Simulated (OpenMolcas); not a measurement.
**How methods differ on InNH3Cl (SMILES [NH2][InH][Cl])**

InNH3Cl: 6 atoms, total charge 0, spin state singlet. As SMILES, `[NH2][InH][Cl]`. The shape is that of a PBE0-D4/def2-TZVP optimisation.

Each level gives the dipole moment (D). The values are calculated.

```tsv
level	kind	program	value (D)
HF/def2-SVPD (core potential)	Hartree–Fock	OpenMolcas	3.30
BLYP/def2-SVPD (core potential)	GGA	OpenMolcas	3.10
PBE/def2-SVPD (core potential)	GGA	OpenMolcas	3.11
revPBE/def2-SVPD (core potential)	GGA	OpenMolcas	3.12
r2SCAN/def2-SVPD (core potential)	meta-GGA	OpenMolcas	3.18
B3LYP/def2-SVPD (core potential)	global hybrid	OpenMolcas	3.16
BHLYP/def2-SVPD (core potential)	global hybrid	OpenMolcas	3.23
M06-2X/def2-SVPD (core potential)	hybrid meta-GGA	OpenMolcas	3.22
```

The values span 3.10 to 3.30 D. Magnitudes only.

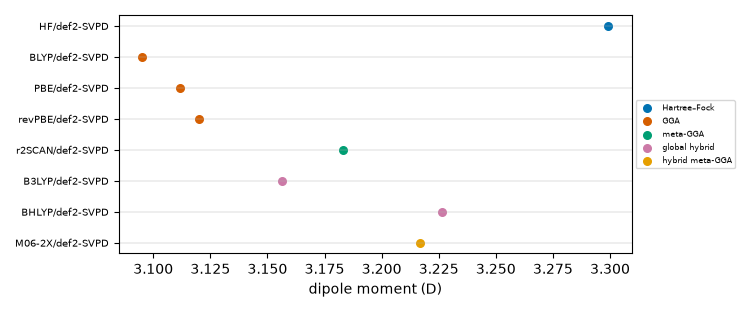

The values of the table, level by level.
